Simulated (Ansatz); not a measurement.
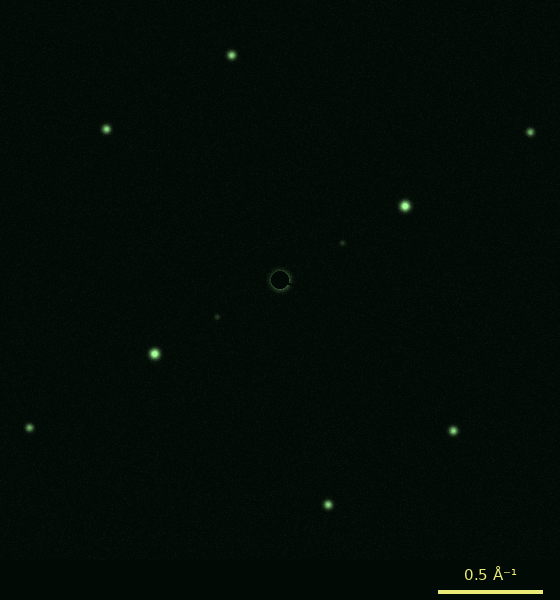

Kinematic zone-axis pattern, calculated for 120 keV electrons with B = 0.3 Å².

Question: What net do the spots form, and what spacings does it show?

Answer: The spots form a rectangular net whose two shortest vectors correspond to d = 2.85 Å and 0.95 Å, 90.0° apart. Fainter spots between these are below the display threshold.

Question: What is the point symmetry of the pattern, intensities included?

Answer: 2mm.

Question: Which crystal and zone produced it?

Answer: This cannot be fixed from one zone alone; the pattern is [221] of NiGe₃, space group Pm-3m (No. 221), a = 4.04 Å. The net vectors are 1 -1 0 (weak) and 1 1 -4 (itself too weak to see). Structure: the geometry relaxed with Ansatz 0.2.0, DFT PBE, scalar-relativistic, plane waves, PAW; the starting structure was generated, so it need not be a known form of this composition.
